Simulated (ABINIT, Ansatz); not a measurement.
# How the form of the self-energy moves the gap of CdBr2 (P6_3mc)

Aim: compare treatments of exchange, screening and correlation for the gap of CdBr2 (P6_3mc).

Program: ABINIT 10.8.3. Level of theory: LDA and many-body steps on it, plane waves. Results are calculated unless marked as measured.

The database entry behind the starting cell has ideal inner coordinates that were not refined, so it need not match the best structure at ambient conditions.

### 1. The starting structure

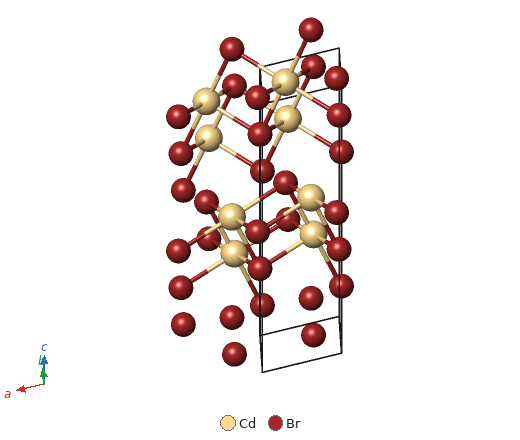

The starting structure, seen from a free direction (cadmium orange, bromine red). 2×2×1 cells are drawn. Bonds to atoms that aren't drawn are left out. Some periodic images of atoms are drawn too.

Structure file:

```cif
data_structure
_symmetry_space_group_name_H-M 'P6_3mc'
_symmetry_Int_Tables_number 186
_cell_length_a 3.9850
_cell_length_b 3.9850
_cell_length_c 12.5610
_cell_angle_alpha 90.000
_cell_angle_beta 90.000
_cell_angle_gamma 120.000
_cell_volume 172.75
loop_
_atom_site_label
_atom_site_type_symbol
_atom_site_symmetry_multiplicity
_atom_site_Wyckoff_symbol
_atom_site_fract_x
_atom_site_fract_y
_atom_site_fract_z
_atom_site_occupancy
Cd1 Cd 2 b 0.33333 0.66667 0.37500 1
Br1 Br 2 b 0.33333 0.66667 0.00000 1
Br2 Br 2 a 0.00000 0.00000 0.25000 1
```

The cell and positions come from the Crystallography Open Database and are kept as given unless a step says otherwise.

### 2. Empty states on the mesh, 3×3×1 mesh, 477 bands

This step: ABINIT 10.8.3; DFT, LDA, plane waves, norm-conserving pseudopotentials.

The sums over transitions need many empty states on a uniform mesh; this step solves for them.

Contents of run.abi:

```
acell 3*1.0 Angstrom
rprim 
  3.985000000011 -0.000000000003 0.000000000000
  -1.992500000003 3.451111234092 0.000000000000
  0.000000000000 0.000000000000 12.561000000000
ntypat 2
znucl 48 35
natom 6
typat 1 1 2 2 2 2
xred 
  0.333333333333 0.666666666667 0.375000000000
  0.666666666667 0.333333333333 0.875000000000
  0.333333333333 0.666666666667 0.000000000000
  0.666666666667 0.333333333333 0.500000000000
  0.000000000000 0.000000000000 0.250000000000
  0.000000000000 0.000000000000 0.750000000000
pp_dirpath "pseudos"
pseudos "Cd.upf, Br.upf"
ecut 47
ngkpt 3 3 1
nshiftk 1
shiftk 0 0 0
kptopt 1
chksymbreak 0
iscf -2
irdden 1
istwfk *1
nband 477
nbdbuf 42
tolwfr 1e-09
nstep 60
prtvol 0
indata_prefix "in"
outdata_prefix "out"
tmpdata_prefix "tmp"
```

Command:

```bash
OMP_NUM_THREADS=1 mpirun -n 3 abinit run.abi > log
```

Numbers of over 12 decimals in the logs are rounded to 6 here.

The log of the run:

```text
.Version 10.8.3 of ABINIT. v10.8.2 released Aug 2026.

 Symmetries : space group P6_3 m c (#186); Bravais hP (primitive hexag.)
[... echo of the input left out ...]
== DATASET  1 ==================================================================
-   mpi_nproc: 3, omp_nthreads: 1 (-1 if OMP is not activated)

--- !DatasetInfo
iteration_state: {dtset: 1, }
dimensions: {natom: 6, nkpt: 3, mband: 477, nsppol: 1, nspinor: 1, nspden: 1, mpw: 18043, }
cutoff_energies: {ecut:  47.0, pawecutdg:  -1.0, }
[...]
3.72699    3.72782    3.72782    3.72877    3.74312    3.76372    3.76372    3.76690
   3.76926    3.79569    3.79572    3.80152    3.80166    3.80828    3.80839    3.85013
   3.85442    3.85546    3.85706    3.86139    3.86236
 prteigrs : prtvol=0 or 1, do not print more k-points.

== END DATASET(S) ==============================================================
================================================================================

 -outvars: echo values of variables after computation  --------
            nband         477
             nkpt           3
          spgroup         186
 [... the other variables as echoed above ...]

 Calculation completed.
```

Wall time 22 min (3 MPI ranks of Intel Xeon Platinum 8559C (Emerald Rapids), shared host); peak memory 0.85 GiB; 65 min of CPU time.

This step gave:

* gap: 2.527 eV
* k of the valence top: 0, 0, 0
* k of the conduction bottom: 0, 0, 0
* least direct gap: 2.527 eV
* k points computed: 3
* lowest point of the top converged band, above the valence top: 96.0176 eV

On this mesh the gap is 2.527 eV.

The density comes from a self-consistent run that is not shown.

### 3. Screening, 3×3×1 mesh, 197 bands, screening to 141.5 eV

The RPA dielectric matrix is built and inverted for each q.

This step: RPA screening on LDA, plane waves, norm-conserving pseudopotentials.

Edit run.abi of step 2 so:

```diff
@@ -24,10 +24,11 @@
 chksymbreak 0
-iscf -2
-irdden 1
 istwfk *1
-nband 477
-nbdbuf 42
-tolwfr 1e-09
-nstep 60
-prtvol 0
+occopt 1
+irdwfk 1
+optdriver 3
+nband 197
+ecuteps 5.2
+inclvkb 2
+awtr 1
+symchi 1
 indata_prefix "in"
```

Command:

```bash
OMP_NUM_THREADS=1 mpirun -n 4 abinit run.abi > log
```

The log of the run:

```text
.Version 10.8.3 of ABINIT. v10.8.2 released Aug 2026.

 Symmetries : space group P6_3 m c (#186); Bravais hP (primitive hexag.)
[... echo of the input left out ...]
== DATASET  1 ==================================================================
-   mpi_nproc: 4, omp_nthreads: 1 (-1 if OMP is not activated)

--- !DatasetInfo
iteration_state: {dtset: 1, }
dimensions: {natom: 6, nkpt: 3, mband: 197, nsppol: 1, nspinor: 1, nspden: 1, mpw: 18043, }
cutoff_energies: {ecut:  47.0, pawecutdg:  -1.0, }
electrons: {nelect:   6.80000000E+01, charge:   0.00000000E+00, occopt:   1.00000000E+00, tsmear:   1.00000000E-02, }

 SCREENING: Calculation of the susceptibility and dielectric matrices

 Based on a program developped by R.W. Godby, V. Olevano, G. Onida, and L. Reining.
 Incorporated in ABINIT by V. Olevano, G.-M. Rignanese, and M. Torrent.
.Using double precision arithmetic ; gwpc =  8

[... cell and pseudopotentials left out ...]
--------------------------------------------------------------------------------

 ==== K-mesh for the wavefunctions ====
 Number of points in the irreducible wedge :     3
[... list of points left out ...]
 Together with 12 symmetry operations and time-reversal symmetry
 yields     9 points in the full Brillouin Zone.

 ==== Q-mesh for the screening function ====
 Number of points in the irreducible wedge :     3
[... list of points left out ...]
 Together with 12 symmetry operations and time-reversal symmetry
 yields     9 points in the full Brillouin Zone.

 setmesh: FFT mesh size selected  =    27x   27x  100
          total number of points  =        72900

 vcoul_init : cutoff-mode = AUXILIARY_FUNCTION
 q-points for optical limit:   1
     1)      0.000010    0.000020    0.000030

- screening: taking advantage of time-reversal symmetry
- Maximum band index for partially occupied states nbvw = 34
- Remaining bands to be divided among processors   nbcw = 163
- Number of bands treated by each node ~40

 Number of electrons calculated from density =   68.0000; Expected =   68.0000
 average of density, n =  0.058331
 r_s =    1.5996
 omega_plasma =   23.2973 [eV]

 calculating chi0 at frequencies [eV] :
  1    0.000000E+00    0.000000E+00
  2    0.000000E+00    2.329732E+01

--------------------------------------------------------------------------------
  q-point number  1        q = ( 0.000000, 0.000000, 0.000000) [r.l.u.]
--------------------------------------------------------------------------------
[... chi0 elements left out ...]
 For q-point:  0.000010 0.000020 0.000030
  dielectric constant =   5.3720
  dielectric constant without local fields =   6.1075

  Average fulfillment of the sum rule on Im[epsilon] for q-point    1 :     65.73  [%]
[... wings left out ...]
  q-point number  2        q = ( 0.333333, 0.000000, 0.000000) [r.l.u.]
--------------------------------------------------------------------------------
[... chi0 elements left out ...]
  Average fulfillment of the sum rule on Im[epsilon] for q-point    2 :     64.35  [%]

 [... 1 further q-points ...]
```

The job ended after 2.2 min (4 MPI ranks; peak memory 2.1 GiB; 9 min of CPU time).

Numbers from this step:

```yaml
eps_infinity_with_local_fields_on_this_mesh_along_the_program_s_q_direction: 5.372
the_same_without_local_fields: 6.107
plasma_frequency: 23.30 eV
plane_waves_in_the_screening_matrix: 649
```

Local fields lower ε∞ by 12 %. On a Γ-centred mesh this coarse the value itself is usually too large, while a short band sum pulls it down.

### 4. G0W0, Godby-Needs plasmon pole

The self-energy is evaluated for the states that the input lists, and the levels follow from it, in one-shot runs by the linearised quasiparticle equation.

This step: G0W0 on LDA, plane waves, norm-conserving pseudopotentials.

Edit run.abi of step 3 so:

```diff
@@ -27,8 +27,15 @@
 irdwfk 1
-optdriver 3
+optdriver 4
 nband 197
+gwcalctyp 0
+ecutsigx 47
+symsigma 1
+nkptgw 1
+kptgw 
+  0.0000000000 0.0000000000 0.0000000000
+bdgw 
+  33 36
 ecuteps 5.2
-inclvkb 2
-awtr 1
-symchi 1
+irdscr 1
+ppmodel 1
 indata_prefix "in"
```

The log of the run:

```text
.Version 10.8.3 of ABINIT. v10.8.2 released Aug 2026.

 Symmetries : space group P6_3 m c (#186); Bravais hP (primitive hexag.)
[... echo of the input left out ...]
== DATASET  1 ==================================================================
-   mpi_nproc: 4, omp_nthreads: 1 (-1 if OMP is not activated)

--- !DatasetInfo
iteration_state: {dtset: 1, }
dimensions: {natom: 6, nkpt: 3, mband: 197, nsppol: 1, nspinor: 1, nspden: 1, mpw: 18043, }
cutoff_energies: {ecut:  47.0, pawecutdg:  -1.0, }
electrons: {nelect:   6.80000000E+01, charge:   0.00000000E+00, occopt:   1.00000000E+00, tsmear:   1.00000000E-02, }

 SIGMA: Calculation of the GW corrections

 Based on a program developped by R.W. Godby, V. Olevano, G. Onida, and L. Reining.
 Incorporated in ABINIT by V. Olevano, G.-M. Rignanese, and M. Torrent.
.Using double precision arithmetic ; gwpc =  8

[... cell and pseudopotentials left out ...]
--------------------------------------------------------------------------------

 ==== K-mesh for the wavefunctions ====
 Number of points in the irreducible wedge :     3
[... list of points left out ...]
 Together with 12 symmetry operations and time-reversal symmetry
 yields     9 points in the full Brillouin Zone.

 ==== Q-mesh for screening function ====
 Number of points in the irreducible wedge :     3
[... list of points left out ...]
 Together with 12 symmetry operations and time-reversal symmetry
 yields     9 points in the full Brillouin Zone.

 vcoul_init : cutoff-mode = AUXILIARY_FUNCTION
 q-points for optical limit:   1
     1)      0.000010    0.000020    0.000030
 setmesh: FFT mesh size selected  =    45x   45x  150
          total number of points  =       303750

 Number of electrons calculated from density =   68.0000; Expected =   68.0000
 average of density, n =  0.058331
 r_s =    1.5996
 omega_plasma =   23.2973 [eV]

 === KS Band Gaps ===
  >>>> For spin  1
   Minimum direct gap =   2.5271 [eV], located at k-point      :   0.0000  0.0000  0.0000
   Fundamental gap    =   2.5271 [eV], Top of valence bands at :   0.0000  0.0000  0.0000
                                       Bottom of conduction at :   0.0000  0.0000  0.0000
 SIGMA fundamental parameters:
 PLASMON POLE MODEL  1
 number of plane-waves for SigmaX                18043
 number of plane-waves for SigmaC and W            649
 number of plane-waves for wavefunctions         18043
 number of bands                                   197
 number of independent spin polarizations            1
 number of spinorial components                      1
 number of k-points in IBZ                           3
 number of q-points in IBZ                           3
 number of symmetry operations                      12
 number of k-points in BZ                            9
 number of q-points in BZ                            9
 number of frequencies for dSigma/dE                 9
 frequency step for dSigma/dE [eV]                0.25
 number of omega for Sigma on real axis              0
 max omega for Sigma on real axis  [eV]           0.00
 zcut for avoiding poles [eV]                     0.10

 EPSILON^-1 parameters (SCR file):
 dimension of the eps^-1 matrix on file            649
 dimension of the eps^-1 matrix used               649
 number of plane-waves for wavefunctions         18043
 number of bands                                   197
 number of q-points in IBZ                           3
 number of frequencies                               2
 number of real frequencies                          1
 number of imag frequencies                          1

 matrix elements of self-energy operator (all in [eV])

 Perturbative Calculation

--- !SelfEnergy_ee
iteration_state: {dtset: 1, }
kpoint     : [   0.000,    0.000,    0.000, ]
spin       : 1
KS_gap     :    2.527
QP_gap     :    4.286
Delta_QP_KS:    1.759
data: !SigmaeeData |
     Band     E0 <VxcDFT>   SigX SigC(E0)      Z dSigC/dE  Sig(E)    E-E0       E
       33   1.953 -14.386 -18.109   2.750   0.794  -0.260 -15.158  -0.773   1.180
       34   1.953 -14.386 -18.109   2.750   0.794  -0.260 -15.158  -0.773   1.180
       35   4.480 -11.189  -6.791  -3.199   0.823  -0.215 -10.202   0.987   5.466
       36   5.830 -12.769  -8.237  -3.176   0.813  -0.230 -11.666   1.103   6.933

== END DATASET(S) ==============================================================
================================================================================

 -outvars: echo values of variables after computation  --------
           etotal      0.0000000000E+00
            nband         197
             nkpt           3
          spgroup         186
 [... the other variables as echoed above ...]

 Calculation completed.
```

The job ended after 16 s (4 MPI ranks; peak memory 1.7 GiB).

This step gave:

```
G0W0 gap on the points computed              : 4.286 eV
starting gap on the mesh                     : 2.527 eV
k of the valence top                         : 0, 0, 0
k of the conduction bottom                   : 0, 0, 0
Z at the valence top                         : 0.794
Z at the conduction bottom                   : 0.823
least direct G0W0 gap on the computed points : 4.286 eV
```

The gap on the mesh goes from 2.53 eV to 4.29 eV, a correction of +1.76 eV.

### 5. G0W0, Engel-Farid plasmon pole

Edit run.abi of step 4 so:

```diff
@@ -39,3 +39,3 @@
 irdscr 1
-ppmodel 1
+ppmodel 4
 indata_prefix "in"
```

The log of the run:

```text
.Version 10.8.3 of ABINIT. v10.8.2 released Aug 2026.

 Symmetries : space group P6_3 m c (#186); Bravais hP (primitive hexag.)
[... echo of the input left out ...]
== DATASET  1 ==================================================================
-   mpi_nproc: 4, omp_nthreads: 1 (-1 if OMP is not activated)

--- !DatasetInfo
iteration_state: {dtset: 1, }
dimensions: {natom: 6, nkpt: 3, mband: 197, nsppol: 1, nspinor: 1, nspden: 1, mpw: 18043, }
cutoff_energies: {ecut:  47.0, pawecutdg:  -1.0, }
electrons: {nelect:   6.80000000E+01, charge:   0.00000000E+00, occopt:   1.00000000E+00, tsmear:   1.00000000E-02, }

 SIGMA: Calculation of the GW corrections

 Based on a program developped by R.W. Godby, V. Olevano, G. Onida, and L. Reining.
 Incorporated in ABINIT by V. Olevano, G.-M. Rignanese, and M. Torrent.
.Using double precision arithmetic ; gwpc =  8

[... cell and pseudopotentials left out ...]
--------------------------------------------------------------------------------

 ==== K-mesh for the wavefunctions ====
 Number of points in the irreducible wedge :     3
[... list of points left out ...]
 Together with 12 symmetry operations and time-reversal symmetry
 yields     9 points in the full Brillouin Zone.

 ==== Q-mesh for screening function ====
 Number of points in the irreducible wedge :     3
[... list of points left out ...]
 Together with 12 symmetry operations and time-reversal symmetry
 yields     9 points in the full Brillouin Zone.

 vcoul_init : cutoff-mode = AUXILIARY_FUNCTION
 q-points for optical limit:   1
     1)      0.000010    0.000020    0.000030
 setmesh: FFT mesh size selected  =    45x   45x  150
          total number of points  =       303750

 Number of electrons calculated from density =   68.0000; Expected =   68.0000
[...]
number of k-points in IBZ                           3
 number of q-points in IBZ                           3
 number of symmetry operations                      12
 number of k-points in BZ                            9
 number of q-points in BZ                            9
 number of frequencies for dSigma/dE                 9
 frequency step for dSigma/dE [eV]                0.25
 number of omega for Sigma on real axis              0
 max omega for Sigma on real axis  [eV]           0.00
 zcut for avoiding poles [eV]                     0.10

 EPSILON^-1 parameters (SCR file):
 dimension of the eps^-1 matrix on file            649
 dimension of the eps^-1 matrix used               649
 number of plane-waves for wavefunctions         18043
 number of bands                                   197
 number of q-points in IBZ                           3
 number of frequencies                               2
 number of real frequencies                          1
 number of imag frequencies                          1

 matrix elements of self-energy operator (all in [eV])

 Perturbative Calculation

--- !SelfEnergy_ee
iteration_state: {dtset: 1, }
kpoint     : [   0.000,    0.000,    0.000, ]
spin       : 1
KS_gap     :    2.527
QP_gap     :    4.258
Delta_QP_KS:    1.731
data: !SigmaeeData |
     Band     E0 <VxcDFT>   SigX SigC(E0)      Z dSigC/dE  Sig(E)    E-E0       E
       33   1.953 -14.386 -18.109   2.630   0.796  -0.257 -15.255  -0.870   1.083
       34   1.953 -14.386 -18.109   2.630   0.796  -0.257 -15.255  -0.870   1.083
       35   4.480 -11.189  -6.791  -3.358   0.829  -0.207 -10.327   0.862   5.341
       36   5.830 -12.769  -8.237  -3.331   0.818  -0.222 -11.786   0.983   6.813

== END DATASET(S) ==============================================================
================================================================================

 -outvars: echo values of variables after computation  --------
           etotal      0.0000000000E+00
            nband         197
             nkpt           3
          spgroup         186
 [... the other variables as echoed above ...]

 Calculation completed.
```

Run time: 15 s. Hardware: 4 MPI ranks; peak memory 1.5 GiB.

Numbers from this step:

- G0W0 gap on the points computed: 4.258 eV
- starting gap on the mesh: 2.527 eV
- k of the valence top: 0, 0, 0
- k of the conduction bottom: 0, 0, 0
- Z at the valence top: 0.796
- Z at the conduction bottom: 0.829
- least direct G0W0 gap on the computed points: 4.258 eV

Against G0W0 in ABINIT (3×3×1 mesh, 197 bands, screening to 141.5 eV, Godby-Needs plasmon pole), the gap moves by −0.028 eV.

### 6. G0W0, von der Linden-Horsch plasmon pole

Edit run.abi of step 5 so:

```diff
@@ -39,3 +39,3 @@
 irdscr 1
-ppmodel 4
+ppmodel 3
 indata_prefix "in"
```

The log of the run:

```text
.Version 10.8.3 of ABINIT. v10.8.2 released Aug 2026.

 Symmetries : space group P6_3 m c (#186); Bravais hP (primitive hexag.)
[... echo of the input left out ...]
== DATASET  1 ==================================================================
-   mpi_nproc: 4, omp_nthreads: 1 (-1 if OMP is not activated)

--- !DatasetInfo
iteration_state: {dtset: 1, }
dimensions: {natom: 6, nkpt: 3, mband: 197, nsppol: 1, nspinor: 1, nspden: 1, mpw: 18043, }
cutoff_energies: {ecut:  47.0, pawecutdg:  -1.0, }
[...]
34   1.953 -14.386 -18.109   2.480   0.847  -0.181 -15.439  -1.053   0.900
       35   4.480 -11.189  -6.791  -3.521   0.870  -0.149 -10.426   0.763   5.243
       36   5.830 -12.769  -8.237  -3.435   0.862  -0.160 -11.824   0.945   6.776

== END DATASET(S) ==============================================================
================================================================================

 -outvars: echo values of variables after computation  --------
           etotal      0.0000000000E+00
            nband         197
             nkpt           3
          spgroup         186
 [... the other variables as echoed above ...]

 Calculation completed.
```

Run time: 18 s. Hardware: 4 MPI ranks; peak memory 1.5 GiB; 69 s of CPU time.

Numbers from this step:

```yaml
g0w0_gap_on_the_points_computed: 4.343 eV
starting_gap_on_the_mesh: 2.527 eV
k_of_the_valence_top: 0, 0, 0
k_of_the_conduction_bottom: 0, 0, 0
least_direct_g0w0_gap_on_the_computed_points: 4.343 eV
```

Against G0W0 in ABINIT (3×3×1 mesh, 197 bands, screening to 141.5 eV, Godby-Needs plasmon pole), the gap moves by +0.057 eV.

(Continued in part 2 of 2.)

[Paths, hosts, dates, memory and timing lines, banners, echoed tables and standing remarks are left out of the program output.]

[Logs are printed without paths, hosts, clocks, repeated set-up lines and the standing remarks that a program may print on its own settings, such as how far it seeks lower states.]

[Runs of the session that timed out or met a known fault of the program may be left out.]

[Hosts, paths, dates, database ids (printed as entryN), source tags and the programs' standing remarks are cut or masked in the printed files.]

[G0W0 gaps are taken among the corrected bands and points alone; a level outside them can change the order at an edge.]

[Where Ansatz stands beside ABINIT at settings called matched, ABINIT's density can come from a denser mesh and the files from another edition; pairs whose starting gaps differed by over 0.03 eV were left out, so agreement reads better than it is.]
